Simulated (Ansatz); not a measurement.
# BSiHF (quartet): wB97M-V, B2PLYP, PBE-QIDH, RPA-PBE over vertical spin and charge gaps and displaced geometries, cc-pVDZ, part 2 of 2

Ansatz 0.2.0, Gaussian basis; cc-pVDZ, all electrons in the functionals, frozen cores in the correlation of double hybrids and RPA.

## 13. B2PLYP, charge 1, quintet

in.yaml

```yaml
crystal:
  periodic: [false, false, false]
  atoms:
    - {symbol: B, position_ang: [0.000000, -0.501036, 1.797314]}
    - {symbol: Si, position_ang: [0.000000, 0.361580, 0.166961]}
    - {symbol: F, position_ang: [0.000000, -0.345292, -1.261620]}
    - {symbol: H, position_ang: [0.000000, 1.807190, -0.149981]}
basis:
  gaussian: {orbitals: cc-pVDZ}
total_charge: 1
magnetization: {spin_polarized: true, initial_magnetization: 4}
hamiltonian: {xc: {name: B2PLYP}}
correlation: {electrons: outside_noble_gas}
```

Command:

```sh
$ ansatz run in.yaml --threads 1 --pin off --events-out ev --progress --plain --max-ram 2393MiB
```

The program printed (excerpt; [...] marks lines left out):

```text
Functional definition: B2PLYP
  name "B2PLYP"
  cite "Grimme, J. Chem. Phys. 124, 034108 (2006) doi:10.1063/1.2148954"
  cite "Becke, Phys. Rev. A 38, 3098 (1988) doi:10.1103/PhysRevA.38.3098"
  cite "Lee, Yang & Parr, Phys. Rev. B 37, 785 (1988) doi:10.1103/PhysRevB.37.785"
[...]
489 factors; integrals over basis functions are off by at most 9.7e-4 eV
[...]
mean field -11260.89694103 eV, -413.8303296726 hartree, gradient 6.1e-6 eV, S^2 6.012583; 3 other end points of the search recorded, 0 dependent functions left out
7 core orbitals not correlated: weight in the atoms' cores, before any rotation towards them, 1.000 or more for the frozen orbitals, at most 0.000 for the correlated occupied ones
reference -11260.89706444 eV, -413.8303342079 hartree; 9, 5 occupied and 35, 39 virtual orbitals, 489 factors
second order -10.16526713 eV of doubles, -0.00000000 eV of singles
Total energy: -11263.64168656 eV, -413.9311972106 hartree
```

Run time: 3 s. Hardware: 1 thread of Arm Neoverse V2, shared host.

From the report: ⟨S²⟩ of the determinant 6.013 (pure quintet: 6.00).

From charge 0, quartet: +12.935 eV.

## 14. B2PLYP, displaced geometry v1

in.yaml

```yaml
crystal:
  periodic: [false, false, false]
  atoms:
    - {symbol: B, position_ang: [-0.013852, -0.506926, 1.820384]}
    - {symbol: Si, position_ang: [-0.014685, 0.339547, 0.178877]}
    - {symbol: F, position_ang: [0.033279, -0.308015, -1.292317]}
    - {symbol: H, position_ang: [-0.069498, 1.781653, -0.150875]}
basis:
  gaussian: {orbitals: cc-pVDZ}
magnetization: {spin_polarized: true, initial_magnetization: 3}
hamiltonian: {xc: {name: B2PLYP}}
correlation: {electrons: outside_noble_gas}
```

Same command.

The program printed (excerpt; [...] marks lines left out):

```text
Functional definition: B2PLYP
  name "B2PLYP"
  cite "Grimme, J. Chem. Phys. 124, 034108 (2006) doi:10.1063/1.2148954"
  cite "Becke, Phys. Rev. A 38, 3098 (1988) doi:10.1103/PhysRevA.38.3098"
  cite "Lee, Yang & Parr, Phys. Rev. B 37, 785 (1988) doi:10.1103/PhysRevB.37.785"
[...]
489 factors; integrals over basis functions are off by at most 9.7e-4 eV
[...]
mean field -11273.82568036 eV, -414.3054520797 hartree, gradient 4.0e-6 eV, S^2 3.752069; 0 other end points of the search recorded, 0 dependent functions left out
7 core orbitals not correlated: weight in the atoms' cores, before any rotation towards them, 1.000 or more for the frozen orbitals, at most 0.000 for the correlated occupied ones
reference -11273.82579924 eV, -414.3054564484 hartree; 9, 6 occupied and 35, 38 virtual orbitals, 489 factors
second order -10.24746101 eV of doubles, -0.00000000 eV of singles
Total energy: -11276.59261371 eV, -414.4071350048 hartree
```

Run time: 1.7 s. Hardware: 1 thread of Arm Neoverse V2, shared host.

From the report: ⟨S²⟩ of the determinant 3.752 (pure quartet: 3.75).

From charge 0, quartet: -0.015 eV.

## 15. B2PLYP, displaced geometry v2

in.yaml

```yaml
crystal:
  periodic: [false, false, false]
  atoms:
    - {symbol: B, position_ang: [0.107167, -0.495914, 1.790315]}
    - {symbol: Si, position_ang: [-0.057707, 0.375075, 0.171556]}
    - {symbol: F, position_ang: [0.018913, -0.364220, -1.265206]}
    - {symbol: H, position_ang: [0.102022, 1.732992, -0.135353]}
basis:
  gaussian: {orbitals: cc-pVDZ}
magnetization: {spin_polarized: true, initial_magnetization: 3}
hamiltonian: {xc: {name: B2PLYP}}
correlation: {electrons: outside_noble_gas}
```

The command is unchanged.

The program printed (excerpt; [...] marks lines left out):

```text
Functional definition: B2PLYP
  name "B2PLYP"
  cite "Grimme, J. Chem. Phys. 124, 034108 (2006) doi:10.1063/1.2148954"
  cite "Becke, Phys. Rev. A 38, 3098 (1988) doi:10.1103/PhysRevA.38.3098"
  cite "Lee, Yang & Parr, Phys. Rev. B 37, 785 (1988) doi:10.1103/PhysRevB.37.785"
[...]
489 factors; integrals over basis functions are off by at most 9.7e-4 eV
[...]
mean field -11273.74319783 eV, -414.3024209027 hartree, gradient 3.7e-6 eV, S^2 3.752627; 0 other end points of the search recorded, 0 dependent functions left out
7 core orbitals not correlated: weight in the atoms' cores, before any rotation towards them, 1.000 or more for the frozen orbitals, at most 0.000 for the correlated occupied ones
reference -11273.74331647 eV, -414.3024252626 hartree; 9, 6 occupied and 35, 38 virtual orbitals, 489 factors
second order -10.21849360 eV of doubles, -0.00000000 eV of singles
Total energy: -11276.50230974 eV, -414.4038163952 hartree
```

Run time: 1.7 s. Hardware: 1 thread of Arm Neoverse V2, shared host.

From the report: ⟨S²⟩ of the determinant 3.753 (pure quartet: 3.75).

From charge 0, quartet: +0.075 eV.

## 16. PBE-QIDH, charge 0, quartet

in.yaml

```yaml
crystal:
  periodic: [false, false, false]
  atoms:
    - {symbol: B, position_ang: [0.000000, -0.501036, 1.797314]}
    - {symbol: Si, position_ang: [0.000000, 0.361580, 0.166961]}
    - {symbol: F, position_ang: [0.000000, -0.345292, -1.261620]}
    - {symbol: H, position_ang: [0.000000, 1.807190, -0.149981]}
basis:
  gaussian: {orbitals: cc-pVDZ}
magnetization: {spin_polarized: true, initial_magnetization: 3}
hamiltonian: {xc: {name: PBE-QIDH}}
correlation: {electrons: outside_noble_gas}
```

The command is unchanged.

The program printed (excerpt; [...] marks lines left out):

```text
Functional definition: PBE-QIDH
  name "PBE-QIDH"
  cite "Brémond, Sancho-García, Pérez-Jiménez & Adamo, J. Chem. Phys. 141, 031101 (2014) doi:10.1063/1.4890314"
  cite "Perdew, Burke & Ernzerhof, Phys. Rev. Lett. 77, 3865 (1996) doi:10.1103/PhysRevLett.77.3865"
[...]
489 factors; integrals over basis functions are off by at most 9.7e-4 eV
[...]
mean field -11269.13083513 eV, -414.1329196996 hartree, gradient 3.4e-6 eV, S^2 3.752850; 0 other end points of the search recorded, 0 dependent functions left out
7 core orbitals not correlated: weight in the atoms' cores, before any rotation towards them, 1.000 or more for the frozen orbitals, at most 0.000 for the correlated occupied ones
reference -11269.13084425 eV, -414.1329200351 hartree; 9, 6 occupied and 35, 38 virtual orbitals, 489 factors
second order -9.43207604 eV of doubles, -0.00000000 eV of singles
Total energy: -11272.27486960 eV, -414.2484608355 hartree
```

Wall time 1.9 s (1 thread of Arm Neoverse V2, shared host).

From the report: ⟨S²⟩ of the determinant 3.753 (pure quartet: 3.75).

## 17. PBE-QIDH, charge 1, triplet

Changes to in.yaml since step 16:

```diff
@@ -9,3 +9,4 @@
   gaussian: {orbitals: cc-pVDZ}
-magnetization: {spin_polarized: true, initial_magnetization: 3}
+total_charge: 1
+magnetization: {spin_polarized: true, initial_magnetization: 2}
 hamiltonian: {xc: {name: PBE-QIDH}}
```

The command is unchanged.

The program printed (excerpt; [...] marks lines left out):

```text
Functional definition: PBE-QIDH
  name "PBE-QIDH"
  cite "Brémond, Sancho-García, Pérez-Jiménez & Adamo, J. Chem. Phys. 141, 031101 (2014) doi:10.1063/1.4890314"
  cite "Perdew, Burke & Ernzerhof, Phys. Rev. Lett. 77, 3865 (1996) doi:10.1103/PhysRevLett.77.3865"
[...]
489 factors; integrals over basis functions are off by at most 9.7e-4 eV
[...]
mean field -11260.83953879 eV, -413.8282201793 hartree, gradient 4.7e-6 eV, S^2 2.003138; 2 other end points of the search recorded, 0 dependent functions left out
7 core orbitals not correlated: weight in the atoms' cores, before any rotation towards them, 1.000 or more for the frozen orbitals, at most 0.000 for the correlated occupied ones
reference -11260.83954864 eV, -413.8282205415 hartree; 8, 6 occupied and 36, 38 virtual orbitals, 489 factors
second order -9.01114600 eV of doubles, -0.00000000 eV of singles
Total energy: -11263.84326398 eV, -413.9386050440 hartree
```

It took 3 s on 1 thread of Arm Neoverse V2, shared host.

From the report: ⟨S²⟩ of the determinant 2.003 (pure triplet: 2.00).

From charge 0, quartet: +8.432 eV.

## 18. RPA-PBE, charge 0, quartet

Changes to in.yaml since step 17:

```diff
@@ -9,5 +9,4 @@
   gaussian: {orbitals: cc-pVDZ}
-total_charge: 1
-magnetization: {spin_polarized: true, initial_magnetization: 2}
-hamiltonian: {xc: {name: PBE-QIDH}}
-correlation: {electrons: outside_noble_gas}
+magnetization: {spin_polarized: true, initial_magnetization: 3}
+hamiltonian: {xc: {name: PBE}}
+correlation: {method: rpa, electrons: outside_noble_gas}
```

Same command.

The program printed (excerpt; [...] marks lines left out):

```text
Functional definition: PBE
  name "PBE"
  cite "Perdew, Burke & Ernzerhof, Phys. Rev. Lett. 77, 3865 (1996) doi:10.1103/PhysRevLett.77.3865"
  parent pbe
[...]
489 factors; integrals over basis functions are off by at most 9.7e-4 eV
[...]
mean field -11275.12017324 eV, -414.3530238157 hartree, gradient 4.6e-6 eV, S^2 3.751446; 0 other end points of the search recorded, 0 dependent functions left out
7 core orbitals not correlated: weight in the atoms' cores, before any rotation towards them, 1.000 or more for the frozen orbitals, at most 0.000 for the correlated occupied ones
reference -11252.09637814 eV, -413.5069149518 hartree; 9, 6 occupied and 35, 38 virtual orbitals, 489 factors
Total energy: -11266.22763816 eV, -414.0262291792 hartree
```

Run time: 1.4 s. Hardware: 1 thread of Arm Neoverse V2, shared host.

From the report: ⟨S²⟩ of the determinant 3.751 (pure quartet: 3.75).

## 19. RPA-PBE, charge 0, doublet

Changes to in.yaml since step 18:

```diff
@@ -9,3 +9,3 @@
   gaussian: {orbitals: cc-pVDZ}
-magnetization: {spin_polarized: true, initial_magnetization: 3}
+magnetization: {spin_polarized: true, initial_magnetization: 1}
 hamiltonian: {xc: {name: PBE}}
```

Same command.

The program printed (excerpt; [...] marks lines left out):

```text
Functional definition: PBE
  name "PBE"
  cite "Perdew, Burke & Ernzerhof, Phys. Rev. Lett. 77, 3865 (1996) doi:10.1103/PhysRevLett.77.3865"
  parent pbe
[...]
489 factors; integrals over basis functions are off by at most 9.7e-4 eV
[...]
mean field -11274.88907425 eV, -414.3445310845 hartree, gradient 1.3e-6 eV, S^2 1.463861; 23 other end points of the search recorded, 0 dependent functions left out
7 core orbitals not correlated: weight in the atoms' cores, before any rotation towards them, 1.000 or more for the frozen orbitals, at most 0.000 for the correlated occupied ones
reference -11251.46443668 eV, -413.4836915316 hartree; 8, 7 occupied and 36, 37 virtual orbitals, 489 factors
Total energy: -11266.07210281 eV, -414.0205133602 hartree
```

Run time: 23 s. Hardware: 1 thread of Arm Neoverse V2, shared host.

From the report: ⟨S²⟩ of the determinant 1.464 (pure doublet: 0.75). The determinant is far from a pure spin state, so its energy mixes those of several spin states (harmless only where they are near-degenerate, as at dissociation).

From charge 0, quartet: +0.156 eV.

## 20. RPA-PBE, charge 0, sextet

Changes to in.yaml since step 19:

```diff
@@ -9,3 +9,3 @@
   gaussian: {orbitals: cc-pVDZ}
-magnetization: {spin_polarized: true, initial_magnetization: 1}
+magnetization: {spin_polarized: true, initial_magnetization: 5}
 hamiltonian: {xc: {name: PBE}}
```

Same command.

The program printed (excerpt; [...] marks lines left out):

```text
Functional definition: PBE
  name "PBE"
  cite "Perdew, Burke & Ernzerhof, Phys. Rev. Lett. 77, 3865 (1996) doi:10.1103/PhysRevLett.77.3865"
  parent pbe
[...]
489 factors; integrals over basis functions are off by at most 9.7e-4 eV
[...]
mean field -11268.35553516 eV, -414.1044279513 hartree, gradient 7.1e-6 eV, S^2 8.752044; 5 other end points of the search recorded, 0 dependent functions left out
7 core orbitals not correlated: weight in the atoms' cores, before any rotation towards them, 1.000 or more for the frozen orbitals, at most 0.000 for the correlated occupied ones
reference -11244.99619772 eV, -413.2459881342 hartree; 10, 5 occupied and 34, 39 virtual orbitals, 489 factors
Total energy: -11259.18042298 eV, -413.7672487979 hartree
```

It took 4.1 s on 1 thread of Arm Neoverse V2, shared host.

From the report: ⟨S²⟩ of the determinant 8.752 (pure sextet: 8.75).

From charge 0, quartet: +7.047 eV.

## 21. RPA-PBE, charge 1, triplet

Changes to in.yaml since step 20:

```diff
@@ -9,3 +9,4 @@
   gaussian: {orbitals: cc-pVDZ}
-magnetization: {spin_polarized: true, initial_magnetization: 5}
+total_charge: 1
+magnetization: {spin_polarized: true, initial_magnetization: 2}
 hamiltonian: {xc: {name: PBE}}
```

The command is unchanged.

The program printed (excerpt; [...] marks lines left out):

```text
Functional definition: PBE
  name "PBE"
  cite "Perdew, Burke & Ernzerhof, Phys. Rev. Lett. 77, 3865 (1996) doi:10.1103/PhysRevLett.77.3865"
  parent pbe
[...]
489 factors; integrals over basis functions are off by at most 9.7e-4 eV
[...]
mean field -11266.70376168 eV, -414.0437263958 hartree, gradient 7.8e-6 eV, S^2 2.001937; 6 other end points of the search recorded, 0 dependent functions left out
7 core orbitals not correlated: weight in the atoms' cores, before any rotation towards them, 1.000 or more for the frozen orbitals, at most 0.000 for the correlated occupied ones
reference -11244.16817158 eV, -413.2155587345 hartree; 8, 6 occupied and 36, 38 virtual orbitals, 489 factors
Total energy: -11257.95383492 eV, -413.7221725181 hartree
```

Run time: 4 s. Hardware: 1 thread of Arm Neoverse V2, shared host.

From the report: ⟨S²⟩ of the determinant 2.002 (pure triplet: 2.00).

From charge 0, quartet: +8.274 eV.

## 22. RPA-PBE, charge 1, quintet

Changes to in.yaml since step 21:

```diff
@@ -10,3 +10,3 @@
 total_charge: 1
-magnetization: {spin_polarized: true, initial_magnetization: 2}
+magnetization: {spin_polarized: true, initial_magnetization: 4}
 hamiltonian: {xc: {name: PBE}}
```

Launched as before.

The program printed (excerpt; [...] marks lines left out):

```text
Functional definition: PBE
  name "PBE"
  cite "Perdew, Burke & Ernzerhof, Phys. Rev. Lett. 77, 3865 (1996) doi:10.1103/PhysRevLett.77.3865"
  parent pbe
[...]
489 factors; integrals over basis functions are off by at most 9.7e-4 eV
[...]
mean field -11262.59522761 eV, -413.8927405535 hartree, gradient 4.2e-6 eV, S^2 6.002466; 3 other end points of the search recorded, 0 dependent functions left out
7 core orbitals not correlated: weight in the atoms' cores, before any rotation towards them, 1.000 or more for the frozen orbitals, at most 0.000 for the correlated occupied ones
reference -11239.19121365 eV, -413.0326589043 hartree; 9, 5 occupied and 35, 39 virtual orbitals, 489 factors
Total energy: -11253.48081115 eV, -413.5577919263 hartree
```

Wall time 3.2 s (1 thread of Arm Neoverse V2, shared host).

From the report: ⟨S²⟩ of the determinant 6.002 (pure quintet: 6.00).

From charge 0, quartet: +12.747 eV.

## 23. RPA-PBE, displaced geometry v1

in.yaml

```yaml
crystal:
  periodic: [false, false, false]
  atoms:
    - {symbol: B, position_ang: [-0.013852, -0.506926, 1.820384]}
    - {symbol: Si, position_ang: [-0.014685, 0.339547, 0.178877]}
    - {symbol: F, position_ang: [0.033279, -0.308015, -1.292317]}
    - {symbol: H, position_ang: [-0.069498, 1.781653, -0.150875]}
basis:
  gaussian: {orbitals: cc-pVDZ}
magnetization: {spin_polarized: true, initial_magnetization: 3}
hamiltonian: {xc: {name: PBE}}
correlation: {method: rpa, electrons: outside_noble_gas}
```

Same command.

The program printed (excerpt; [...] marks lines left out):

```text
Functional definition: PBE
  name "PBE"
  cite "Perdew, Burke & Ernzerhof, Phys. Rev. Lett. 77, 3865 (1996) doi:10.1103/PhysRevLett.77.3865"
  parent pbe
[...]
489 factors; integrals over basis functions are off by at most 9.7e-4 eV
[...]
mean field -11275.14422297 eV, -414.3539076269 hartree, gradient 4.9e-6 eV, S^2 3.751446; 0 other end points of the search recorded, 0 dependent functions left out
7 core orbitals not correlated: weight in the atoms' cores, before any rotation towards them, 1.000 or more for the frozen orbitals, at most 0.000 for the correlated occupied ones
reference -11252.08952046 eV, -413.5066629368 hartree; 9, 6 occupied and 35, 38 virtual orbitals, 489 factors
Total energy: -11266.25130530 eV, -414.0270989303 hartree
```

Wall time 1.3 s (1 thread of Arm Neoverse V2, shared host).

From the report: ⟨S²⟩ of the determinant 3.751 (pure quartet: 3.75).

From charge 0, quartet: -0.024 eV.

## 24. RPA-PBE, displaced geometry v2

in.yaml

```yaml
crystal:
  periodic: [false, false, false]
  atoms:
    - {symbol: B, position_ang: [0.107167, -0.495914, 1.790315]}
    - {symbol: Si, position_ang: [-0.057707, 0.375075, 0.171556]}
    - {symbol: F, position_ang: [0.018913, -0.364220, -1.265206]}
    - {symbol: H, position_ang: [0.102022, 1.732992, -0.135353]}
basis:
  gaussian: {orbitals: cc-pVDZ}
magnetization: {spin_polarized: true, initial_magnetization: 3}
hamiltonian: {xc: {name: PBE}}
correlation: {method: rpa, electrons: outside_noble_gas}
```

Same command.

The program printed (excerpt; [...] marks lines left out):

```text
Functional definition: PBE
  name "PBE"
  cite "Perdew, Burke & Ernzerhof, Phys. Rev. Lett. 77, 3865 (1996) doi:10.1103/PhysRevLett.77.3865"
  parent pbe
[...]
489 factors; integrals over basis functions are off by at most 9.7e-4 eV
[...]
mean field -11275.02881050 eV, -414.3496662969 hartree, gradient 2.0e-6 eV, S^2 3.751579; 0 other end points of the search recorded, 0 dependent functions left out
7 core orbitals not correlated: weight in the atoms' cores, before any rotation towards them, 1.000 or more for the frozen orbitals, at most 0.000 for the correlated occupied ones
reference -11252.00775469 eV, -413.5036580999 hartree; 9, 6 occupied and 35, 38 virtual orbitals, 489 factors
Total energy: -11266.15237161 eV, -414.0234631842 hartree
```

It took 1.3 s on 1 thread of Arm Neoverse V2, shared host.

From the report: ⟨S²⟩ of the determinant 3.752 (pure quartet: 3.75).

From charge 0, quartet: +0.075 eV.

## 25. The comparison

The yardstick is UCCSDT(Q), where the cluster series has nearly closed. It comes from earlier runs at the same points. Energies in eV, counted from charge 0, quartet; blanks weren't run or aren't comparable.

```
    level  quartet to doublet  quartet to sextet  ionisation to the triplet cation  ionisation to the quintet cation  displacement v1  displacement v2
UCCSDT(Q)                                  7.155                             8.233                            12.835           -0.020            0.080
  wB97M-V               0.237              7.421                             8.269                            13.088           -0.015            0.078
   B2PLYP               0.172              7.314                             8.188                            12.935           -0.015            0.075
 PBE-QIDH                                                                    8.432                                                                    
  RPA-PBE               0.156              7.047                             8.274                            12.747           -0.024            0.075
```

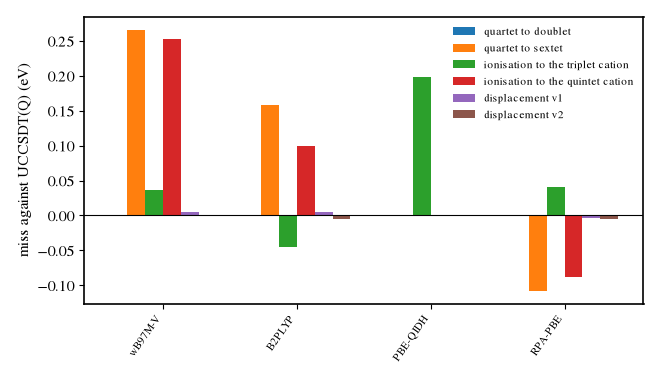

Misses of the gaps against UCCSDT(Q).

Largest miss and mean time a point (UCCSDT(Q) took 1.7 min a point; shared hosts):

```
   level  largest miss (eV)                             where  time a point
 wB97M-V             +0.266                 quartet to sextet          12 s
  B2PLYP             +0.159                 quartet to sextet         3.2 s
PBE-QIDH             +0.199  ionisation to the triplet cation         2.4 s
 RPA-PBE             -0.108                 quartet to sextet         5.5 s
```

## 26. Summary of results

This closing draws on all 2 parts.

| quantity | value |
| --- | --- |
| quartet to sextet, UCCSDT(Q) | 7.155 eV |
| ionisation to the triplet cation, UCCSDT(Q) | 8.233 eV |
| ionisation to the quintet cation, UCCSDT(Q) | 12.835 eV |
| displacement v1, UCCSDT(Q) | -0.020 eV |
| displacement v2, UCCSDT(Q) | 0.080 eV |
| largest miss, wB97M-V | +0.266 eV (quartet to sextet) |
| largest miss, B2PLYP | +0.159 eV (quartet to sextet) |
| largest miss, PBE-QIDH | +0.199 eV (ionisation to the triplet cation) |
| largest miss, RPA-PBE | -0.108 eV (quartet to sextet) |

Misses are known at 5 of 6 points at best, and only functionals with that many are ranked. Of the functionals, RPA-PBE keep the smallest largest miss at the points compared (at most 0.108 eV) and wB97M-V strays most (0.266 eV, at quartet to sextet). wB97M-V, B2PLYP, RPA-PBE clearly break the spin symmetry at some points (⟨S²⟩ up to 0.72 above the pure value), so energy there is bought with a mixed spin. Functionals and the yardstick converge differently with the basis, so part of each miss in cc-pVDZ is the basis. The program flags that the yardstick's amplitudes may have other solutions at some points.
